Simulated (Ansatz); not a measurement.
**CH3FO (SMILES OCF): CCSD(T)/aug-cc-pVDZ**

What is the electronic atomisation energy of CH3FO at CCSD(T)/aug-cc-pVDZ? 

The results are computed with Ansatz 0.2.0.

42 further runs of the same task are left out: 42 set aside as unsound or not needed. Runs told in other sessions of the task aren't counted.

## (1) Starting point

The species is CH3FO (6 atoms), meant as a singlet with charge 0. SMILES: `OCF`. The shape is that of a PBE0-D4/def2-TZVP optimisation. This is one conformer, not always the lowest.

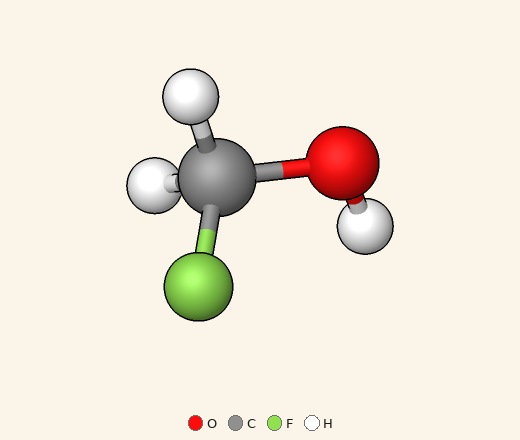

Viewed from a chosen angle; oxygen red, carbon grey, fluorine green, hydrogen white.

## (2) A single-point energy at CCSD(T)/aug-cc-pVDZ

Input file in.yaml:

```yaml
crystal:
  periodic: [false, false, false]
  atoms:
    - {symbol: O, position_ang: [-0.794000, -0.697200, -0.247400]}
    - {symbol: C, position_ang: [0.250200, 0.049000, 0.230800]}
    - {symbol: F, position_ang: [-0.094100, 1.383200, 0.323800]}
    - {symbol: H, position_ang: [-0.928700, -0.495100, -1.178000]}
    - {symbol: H, position_ang: [1.136800, 0.004900, -0.412500]}
    - {symbol: H, position_ang: [0.472100, -0.308800, 1.237300]}
basis:
  gaussian:
    orbitals: aug-cc-pVDZ
correlation:
  method: ccsd_t
  frozen_orbitals: {C: 1, F: 1, H: 0, O: 1}
accuracy: high
scf:
  omitted_lower_state_checks: [cluster_reference, increment]
```

Launch:

```bash
ansatz run in.yaml --threads 1 --pin off --max-ram 2610MiB --events-out events.jsonl --progress --plain --runs-dir runs
```

The program printed:

```text
Warning: RAYON_NUM_THREADS=1 ignored (pool sized by the plan → 1); use --threads N
[... 11 lines left out ...]
3 core orbitals not correlated: weight in the atoms' cores, before any rotation towards them, 1.000 or more for the frozen orbitals, at most 0.000 for the correlated occupied ones
[... 23 lines left out ...]
Total energy: -5837.60381689 eV, -214.5279834007 hartree
Checks for a lower state left out: cluster_reference, increment
```

Wall time 22 s (1 thread of Arm Neoverse V2, shared host); peak memory 0.67 GiB.

## (3) The C atom

Input file molecule.yaml:

```yaml
crystal:
  periodic: [false, false, false]
  atoms:
    - {symbol: C, position_ang: [0.000000, 0.000000, 0.000000]}
basis:
  gaussian:
    orbitals: aug-cc-pVDZ
magnetization:
  spin_polarized: true
  initial_magnetization: 2
correlation:
  method: ccsd_t
  frozen_orbitals: {C: 1}
accuracy: high
scf:
  omitted_lower_state_checks: [cluster_reference, increment]
```

Run the same way, it converges to -37.76487 Eh (log not shown).

## (4) The F atom at the same level

Input file in.yaml:

```yaml
crystal:
  periodic: [false, false, false]
  atoms:
    - {symbol: F, position_ang: [0.000000, 0.000000, 0.000000]}
basis:
  gaussian:
    orbitals: aug-cc-pVDZ
magnetization:
  spin_polarized: true
  initial_magnetization: 1
correlation:
  method: ccsd_t
  frozen_orbitals: {F: 1}
scf:
  omitted_lower_state_checks: [cluster_reference, increment]
accuracy: high
```

Run the same way, it converges to -99.55007 Eh (log not shown).

## (5) The H atom: the energy at UHF/aug-cc-pVDZ

Input file input.yaml:

```yaml
crystal:
  periodic: [false, false, false]
  atoms:
    - {symbol: H, position_ang: [0.000000, 0.000000, 0.000000]}
basis:
  gaussian: {orbitals: aug-cc-pVDZ}
magnetization: {spin_polarized: true, initial_magnetization: 1}
hamiltonian: {xc: hf}
accuracy: high
```

Launch:

```bash
ansatz run input.yaml --threads 1 --pin off --max-ram 2610MiB --events-out events.jsonl --progress --plain --runs-dir runs
```

The program printed:

```text
Warning: RAYON_NUM_THREADS=1 ignored (pool sized by the plan → 1); use --threads N
Functional definition: HF
  name "HF"
  exchange = exact_x
  correlation = 0
42 factors; integrals over basis functions are off by at most 4.4e-8 eV
mean field evaluation 1: about -13.5311 eV, gradient 1.8e0 eV
mean field evaluation 2: about -13.5311 eV, gradient 1.8e0 eV
mean field evaluation 4: about -13.5876 eV, gradient 9.7e-3 eV
mean field evaluation 8: about -13.5876 eV, gradient 2.3e-12 eV
mean field -13.58757892 eV, -0.4993343154 hartree, gradient 5.4e-8 eV, S^2 0.750000; 0 other end points of the search recorded, 0 dependent functions left out
reference -13.58757892 eV, -0.4993343154 hartree; 1, 0 occupied and 8, 9 virtual orbitals, 42 factors
Total energy: -13.58757892 eV, -0.4993343154 hartree
```

It took 0.04 s on 1 thread of Arm Neoverse V2, shared host.

## (6) The O atom, same level

Input file in.yaml:

```yaml
crystal:
  periodic: [false, false, false]
  atoms:
    - {symbol: O, position_ang: [0.000000, 0.000000, 0.000000]}
basis:
  gaussian: {orbitals: aug-cc-pVDZ}
correlation: {method: ccsd_t, frozen_orbitals: {O: 1}}
accuracy: high
magnetization: {spin_polarized: true, initial_magnetization: 2}
scf: {omitted_lower_state_checks: [cluster_reference, increment]}
```

Launch:

```bash
ansatz run in.yaml --threads 1 --pin off --max-ram 2610MiB --events-out events.jsonl --progress --plain --runs-dir runs
```

The program printed:

```text
Warning: RAYON_NUM_THREADS=1 ignored (pool sized by the plan → 1); use --threads N
[... 13 lines left out ...]
1 core orbitals not correlated: weight in the atoms' cores, before any rotation towards them, 1.000 or more for the frozen orbitals, at most 0.000 for the correlated occupied ones
[... 22 lines left out ...]
Total energy: -2038.83089590 eV, -74.9256534551 hartree
Checks for a lower state left out: cluster_reference, increment
```

It took 0.28 s on 1 thread of Arm Neoverse V2, shared host.

## (7) Outcome

Level: CCSD(T)/aug-cc-pVDZ, 3 core orbitals frozen.

| quantity | value |
| --- | --- |
| molecule: total energy | -214.52798 Eh |
| molecule: correlation energy (3 core orbitals frozen) | -587.8 mEh |
| molecule: (T) correction | -15.61 mEh |
| molecule: T1 diagnostic | 0.013 |
| C atom: total energy | -37.76487 Eh |
| C atom: correlation energy (1 core orbital frozen) | -77.1 mEh |
| C atom: (T) correction | -1.26 mEh |
| C atom: ⟨S²⟩ of the reference determinant | 2.010 |
| C atom: T1 diagnostic | 0.010 |
| F atom: total energy | -99.55007 Eh |
| F atom: correlation energy (1 core orbital frozen) | -169.0 mEh |
| F atom: (T) correction | -2.32 mEh |
| F atom: ⟨S²⟩ of the reference determinant | 0.754 |
| F atom: T1 diagnostic | 0.010 |
| H atom: total energy | -0.49933 Eh |
| H atom: ⟨S²⟩ | 0.750 |
| O atom: total energy | -74.92565 Eh |
| O atom: correlation energy (1 core orbital frozen) | -129.1 mEh |
| O atom: (T) correction | -1.81 mEh |
| O atom: ⟨S²⟩ of the reference determinant | 2.008 |
| O atom: T1 diagnostic | 0.010 |
| electronic atomisation energy | 21.480 eV |

In words: Taking the molecule apart into free atoms costs 21.48 eV (495 kcal/mol), before zero-point energy and without spin-orbit coupling. The triples (molecule) make up 2.7 % of the correlation energy. The triples (C atom) make up 1.6 % of the correlation energy. The triples (F atom) make up 1.4 % of the correlation energy. The triples (O atom) make up 1.4 % of the correlation energy.
